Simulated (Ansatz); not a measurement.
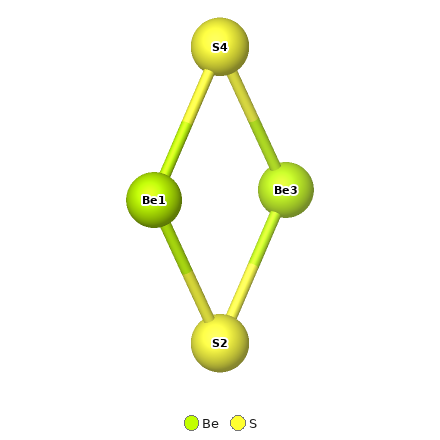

The system is Be₂S₂ with the probe Br-; the picture shows it without the atoms that are moved over the map. The probe is moved over a plane parallel to the molecule's main plane, 2.70 Å above it. The first coordinate is: x of the probe's Br atom; the second: y of the probe's Br atom. Nothing is relaxed (molecule and probe rigid). The scan uses a 15 × 13 grid; 56 points were computed and 139 follow by symmetry. Points are written as (first, second). Energies are in kJ/mol, from molecule and probe far apart, each relaxed in its own basis (no counterpoise correction). Computed with RHF/def2-SVPD (Ansatz 0.2.0).

Range: x of the probe's Br atom from −3.15 to 3.15 Å; y of the probe's Br atom from −2.70 to 2.70 Å.

> Predict the map.

The lowest grid point is at (0.00 Å, −2.25 Å) [nearest 1 Be at 2.97 Å], −83 kJ/mol from molecule and probe far apart, each relaxed in its own basis (no counterpoise correction); the map holds 2 wells of about this depth. No other kind of well shows on this grid. The highest grid point, (−1.80 Å, 0.00 Å) [nearest 1 S at 2.70 Å], lies 215 kJ/mol above the lowest. On the interpolated surface the easiest way out of the lowest well to a well of about the same depth near (0.00 Å, 2.25 Å) [nearest 1 Be at 2.97 Å] passes a barrier of about 131 kJ/mol. Near the minimum the well is nearly round, with a curvature of about 0.59 eV/Å².

```
y of the probe's Br atom ↓, x of the probe's Br atom →  −3.15  −2.70  −2.25  −1.80  −1.35  −0.90  −0.45  0.00  0.45  0.90  1.35  1.80  2.25  2.70  3.15
                                                  2.70     −7    −12    −21    −34    −49    −64    −76   −80   −76   −64   −49   −34   −21   −12    −7
                                                  2.25      0     −4    −11    −24    −42    −61    −77   −83   −77   −61   −42   −24   −11    −4     0
                                                  1.80     10     11      8     −3    −22    −45    −65   −72   −65   −45   −22    −3     8    11    10
                                                  1.35     24     32     37     32     14    −12    −36   −45   −36   −12    14    32    37    32    24
                                                  0.90     39     56     72     77     62     34      6    −6     6    34    62    77    72    56    39
                                                  0.45     52     77    103    116    106     77     45    32    45    77   106   116   103    77    52
                                                  0.00     56     85    115    132    124     95     62    48    62    95   124   132   115    85    56
                                                 −0.45     52     77    103    116    106     77     45    32    45    77   106   116   103    77    52
                                                 −0.90     39     56     72     77     62     34      6    −6     6    34    62    77    72    56    39
                                                 −1.35     24     32     37     32     14    −12    −36   −45   −36   −12    14    32    37    32    24
                                                 −1.80     10     11      8     −3    −22    −45    −65   −72   −65   −45   −22    −3     8    11    10
                                                 −2.25      0     −4    −11    −24    −42    −61    −77   −83   −77   −61   −42   −24   −11    −4     0
                                                 −2.70     −7    −12    −21    −34    −49    −64    −76   −80   −76   −64   −49   −34   −21   −12    −7
```

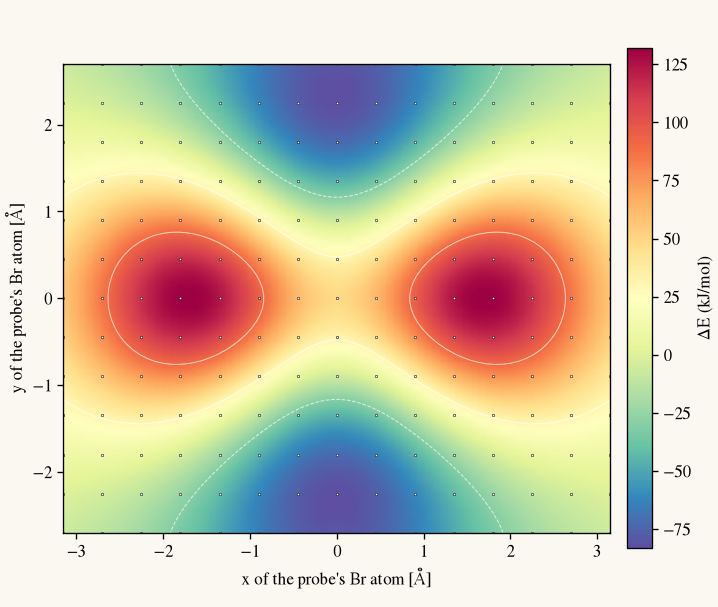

The picture shows a smooth colour map with a few white contour lines, dots at the grid points. Between grid points the surface is interpolated.

The whole map (56 points run) took 4 min on 1 thread of Arm Neoverse V1, with other jobs on the host.
